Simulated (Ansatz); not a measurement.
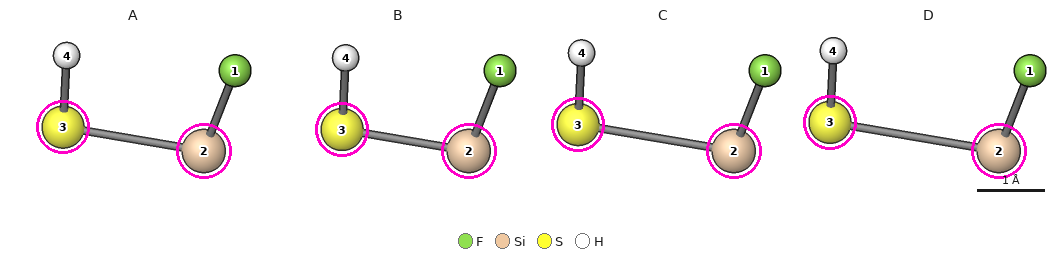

A scan of SiHSF: the Si2–S3 distance is varied, with the rest of the molecule carried along rigidly. Style: ball-and-stick. Shown from a free direction. The ringed atoms are those of the scanned coordinate.

Level of theory: PBE0-D4 (def2-TZVPP, Ansatz), on geometries moved rigidly from the minimum at PBE0-D4/def2-TZVP. Energies are counted from the PBE0-D4/def2-TZVP minimum geometry at the same level.

**Rank the frames from lowest to highest energy.**

Lowest first: A (the distance 2.154 Å, 0.000 eV), C (the distance 2.384 Å, 0.265 eV), B (the distance 1.939 Å, 0.439 eV), D (the distance 2.585 Å, 0.728 eV). Over the whole scan: of the computed points the lowest is at the distance 2.154 Å, 0.000 eV. The end points stand at 0.439 eV (1.939 Å) and 0.728 eV (2.585 Å). The curvature at the lowest point is about 14 eV/Å² (2.2 mdyn/Å). The well is steeper on the short side, as for any bond.
